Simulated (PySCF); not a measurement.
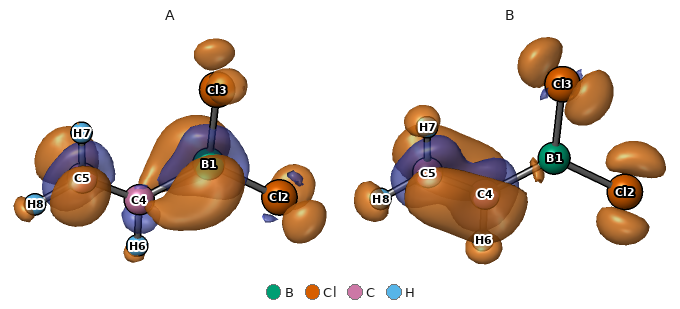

Figure. BCl2(vinyl) (C2H3BCl2). The two Fukui functions at ±0.03 e/Å³ (orange positive, blue negative).

Method: B3LYP/def2-SVPD; geometry: GFN2-xTB; program: PySCF. No frequency check shows the geometry to be a minimum. GFN2-xTB bond lengths at metals and heavier atoms can be off by up to 0.1 Å and shapes distorted, which carries into these values.

Input

```python
import numpy as np
from pyscf import gto, scf, dft
from pyscf.scf import atom_ks, atom_hf
from scipy.linalg import block_diag

def solve(mol, dm0=None, hcore=None):
    mf = (dft.UKS if mol.spin else dft.RKS)(mol, xc='b3lyp')
    mf.grids.level = 3
    mf = mf.density_fit(auxbasis='def2-universal-jkfit')
    mf.conv_tol, mf.max_cycle = 1e-8, 80
    if hcore is not None:
        mf.get_hcore = lambda *args: hcore
    mf.kernel(dm0)
    if not mf.converged:
        mf = mf.newton().run(mf.mo_coeff, mf.mo_occ, max_cycle=30)
    assert mf.converged, 'SCF not converged'
    return mf

mol = gto.M(atom='''
B      0.11121    -0.11311    -0.00352
Cl     1.74472    -0.65549     0.00390
Cl    -0.18870     1.58194    -0.00224
C     -1.05569    -1.13760    -0.01121
C     -2.34702    -0.80757     0.00868
H     -0.80106    -2.19092    -0.03015
H     -2.65916     0.22421     0.03102
H     -3.13178    -1.54635     0.00367
''', basis='def2-svpd', charge=0, spin=0, verbose=4)
mf = solve(mol)
out = dict(e0=mf.e_tot, dm0=mf.make_rdm1(), c=mf.mo_coeff, occ=mf.mo_occ, eps=mf.mo_energy)
for name, dq, spin in [('cation', 1, 1), ('anion', -1, 1)]:
    ion = mol.copy().set(charge=mol.charge + dq, spin=spin).build()
    mi = solve(ion)
    if spin and dq > 0 and mol.nao < 130:
        c, _, stable, _ = mi.stability(return_status=True)
        if not stable:
            mi = solve(ion, mi.make_rdm1(c, mi.mo_occ))
    print(name, 'vertical energy change / eV', (mi.e_tot - mf.e_tot) * 27.211386)
    out.update({'e_' + name: mi.e_tot, 'dm_' + name: mi.make_rdm1(), 's2_' + name: mi.spin_square()[0], 'eps_' + name: mi.mo_energy, 'occ_' + name: mi.mo_occ})
# spherically averaged free atoms, for the promolecule
atm = atom_ks.get_atm_nrks(mol, xc='b3lyp')
pro = block_diag(*[(atm[a[0]][2] * atm[a[0]][3]) @ atm[a[0]][2].T for a in mol._atom])
np.savez('result.npz', pro=pro, **out)
```

Command:

```sh
OMP_NUM_THREADS=1 python input.py
```

The run took 86 s on 1 thread of Arm Neoverse V2 (shared host), peak memory 0.63 GiB.

Partitions, critical points and surface values were worked out afterwards from this run's density.

Q: Which panel is f⁻ (electron removed) and which f⁺ (electron added)?

A: A is f⁺, B is f⁻. f⁻ (Hirshfeld-condensed) is largest on Cl2 (0.20), C5 (0.20) and Cl3 (0.19); the vertical ionisation energy is 10.62 eV (the stability of the cation's solution wasn't checked). f⁺ (Hirshfeld-condensed) is largest on B1 (0.20), Cl2 (0.19) and Cl3 (0.17); the vertical electron affinity is 0.35 eV (the stability of the anion's solution wasn't checked; the anion's highest orbital has positive energy, so this value and f⁺ depend on the basis).

Q: What chemical potential and hardness follow from the two energies?

A: μ = −(I + A)/2 = −5.49 eV and η = I − A = 10.26 eV.
